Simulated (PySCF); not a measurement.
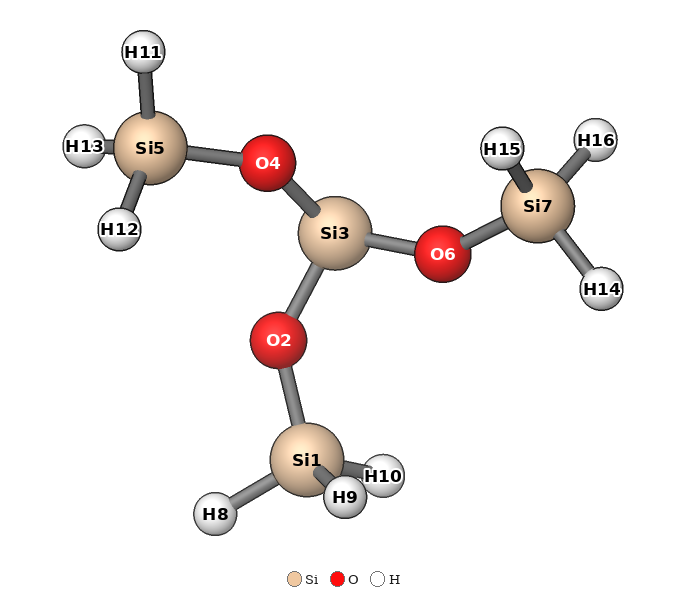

Charge 0, doublet. The computed structure is the end point of a PBE0-D3(BJ)/def2-SVP optimisation. No frequency run is at hand to confirm it as a minimum. Properties computed with UKS B3LYP, IGLO-III on O Si, pcH-1 on H, non-relativistic (PySCF 2.14.0).

Give the isotropic hyperfine couplings (Fermi-contact term alone) of Si1, O2, Si3, O4, Si5, O6, Si7, H8, H9, H10, H11, H12, H13, H14, H15, H16.

```csv
atom,isotope,a_iso (MHz)
Si1,29Si,−2.9
O2,17O,−80.0
Si3,29Si,−1188.3
O4,17O,−82.6
Si5,29Si,−2.9
O6,17O,−76.6
Si7,29Si,−1.0
H8,1H,1.5
H9,1H,4.4
H10,1H,−0.9
H11,1H,1.1
H12,1H,4.9
H13,1H,−0.9
H14,1H,4.2
H15,1H,1.4
H16,1H,−0.6
```
